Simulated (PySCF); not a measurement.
**CH9AsSSi2: density, localisation and related maps**

Input

```
{"job": {"kind": "uv", "xc": "wB97X-D", "basis": "def2-SVPD", "nstates": 8, "ntriplets": 3}, "charge": 0, "multiplicity": 1}
C     -2.532936    -0.297709     0.145366
S     -1.403466     0.447397     1.350630
Si     0.313157     0.781150     0.067302
Si     1.144998    -1.230173    -0.799882
As     1.781275     2.141619     1.281085
H     -3.489255    -0.423228     0.642656
H     -2.642919     0.364705    -0.708157
H     -2.146803    -1.262943    -0.169402
H     -0.273570     1.605238    -1.014200
H      0.202978    -1.954597    -1.660902
H      1.549701    -2.160966     0.258992
H      2.328842    -0.923349    -1.608240
H      2.808110     1.954869     0.195027
H      2.359210     0.957513     1.997559
```

Run with:

```sh
OMP_NUM_THREADS=1 python probes_run.py task.json out
```

Geometry: GFN2-xTB.

Theory: PySCF 2.14.0, wB97X-D/def2-SVPD, SCF density, gas phase.

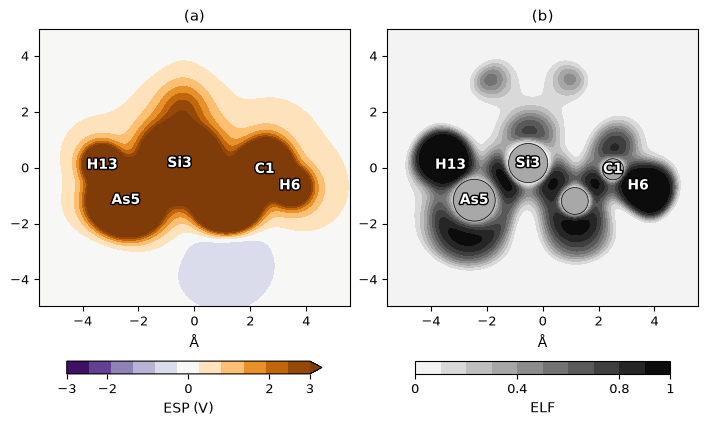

Figure 1. (a) electrostatic potential; (b) ELF on the plane of atoms Si3, As5 and H13. Grey discs cover the atomic cores in the ELF map.

> What does the map show?

- The plane passes through C, Si, As and H nuclei.
- Si–As (2.34 Å): the ELF peaks at about 0.95 between the atoms: localised, covalent bonding.
- C–H (1.09 Å): the ELF climbs to about 1 towards the hydrogen, as it does in any bond to H: a covalent bond by its length.
- As–H (1.51 Å): the ELF climbs to about 1 towards the hydrogen.
- The ELF also peaks beside As5 and S2, away from the bonds: lone-pair regions.
- Outside the dense part of the molecule the potential is most negative (−0.8 V) near S2, which lies off the plane.

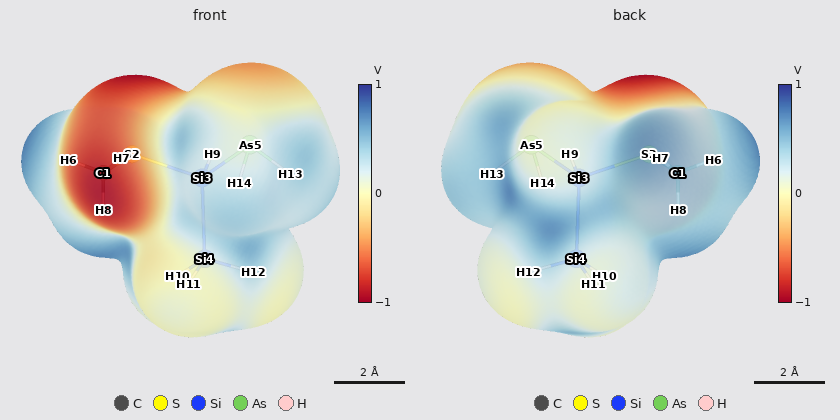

Figure 2. The molecular electrostatic potential painted on the density surface at 0.001 e/bohr³, seen from the front and from behind; red is negative and blue positive.

> Describe the electrostatic potential map.

The most negative region (about −0.9 V, or −21 kcal/mol for a unit charge) lies over S2, the most positive (about +0.7 V, or +16 kcal/mol for a unit charge) over the H and Si atoms.

> What dipole moment does the calculation give?

Its dipole moment is 1.50 D.
